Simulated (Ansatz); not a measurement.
HgSe, response to strain

Consider HgSe in the zinc blende structure (space group F-43m, No. 216; a = 6.063 Å).

Strains are applied to the cell and any free atomic positions relax.

The values are results of Kohn–Sham DFT with the LDA functional, run in Ansatz (a quantum-chemistry and plane-wave program) with PAW and 420 eV plane waves, no spin-orbit coupling, not measurements.

Notes on the quantities. energy relative to the base: free energy F.

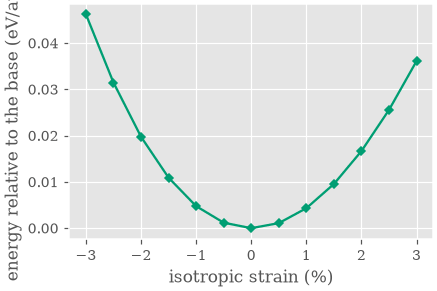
Fig. 1. Energy relative to the base against isotropic strain

### Question
From the plot, what is the energy relative to the base for isotropic strain +2.50 %?

### Answer
About 0.026 eV/atom.

### Question
Is the trend monotonic over the range shown?

### Answer
No, it turns within the range, spanning 0 meV/atom to +46 meV/atom.

The mesh was chosen for an insulator and is coarse for the gapless case. Stability against distortions was not tested. All final runs are without spin polarisation.
